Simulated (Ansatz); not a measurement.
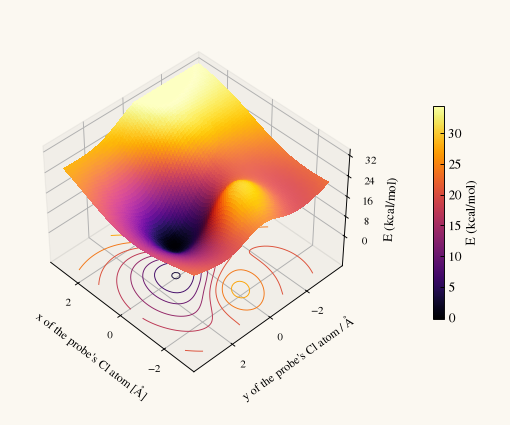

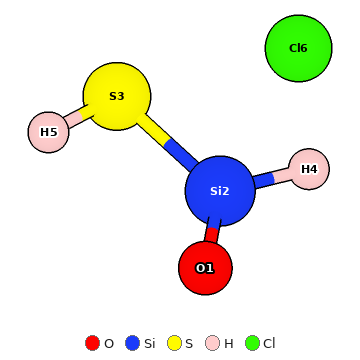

Energy landscape of H₂OSSi (SMILES O=[SiH]S) with the probe Cl-. 
- The probe is moved over a plane parallel to the molecule's main plane, 2.70 Å above it.
- First axis: x of the probe's Cl atom. Second axis: y of the probe's Cl atom.
- Nothing is relaxed (molecule and probe rigid).
- The scan uses an 11 × 13 grid.
- All energies are given in kcal/mol relative to the lowest grid point.
- Level of theory: Ansatz, RKS B3LYP-D4/def2-SVPD.

The picture shows a relief with its contours projected below, any walls above the top of the colour scale cut off. Between grid points the surface is interpolated. The second picture is the structure at the lowest point.

**Where are the wells?**

The lowest grid point is at x of the probe's Cl atom = 0.00 Å, y of the probe's Cl atom = 1.16 Å [nearest 1 Si at 2.78 Å and 1 H at 2.83 Å]. A higher local minimum lies near x of the probe's Cl atom = −2.32 Å, y of the probe's Cl atom = −2.32 Å [nearest 1 H at 2.98 Å] (18.7 kcal/mol above the lowest at that grid point). The highest grid point, x of the probe's Cl atom = 2.90 Å, y of the probe's Cl atom = −1.16 Å [nearest 1 O at 3.15 Å], lies 36.1 kcal/mol above the lowest. On the interpolated surface the easiest way out of the lowest well to the well at x of the probe's Cl atom = −2.32 Å, y of the probe's Cl atom = −2.32 Å [nearest 1 H at 2.98 Å] passes a barrier of about 20 kcal/mol. Near the minimum the curvatures are about 0.67 and 0.95 eV/Å² along the soft and the stiff direction.

The input of one point:

```yaml
crystal:
  periodic: [false, false, false]
  atoms:
    - { symbol: O, position_ang: [1.517692, -0.321775, 0.0] }
    - { symbol: Si, position_ang: [0.234781, 0.529502, 0.0] }
    - { symbol: S, position_ang: [-1.752473, -0.207727, 0.0] }
    - { symbol: H, position_ang: [0.155739, 2.009423, -1.2e-05] }
    - { symbol: H, position_ang: [-1.361855, -1.506691, 0.0] }
    - { symbol: Cl, position_ang: [0.0, 1.16, 2.7] }
total_charge: -1
basis:
  gaussian: { orbitals: def2-SVPD }
hamiltonian:
  xc: { name: B3LYP }
  dispersion: d4
output:
  forces: true
```

Time for the 143 points that were run: 13 min on 1 thread of Arm Neoverse V1, with other jobs on the host.
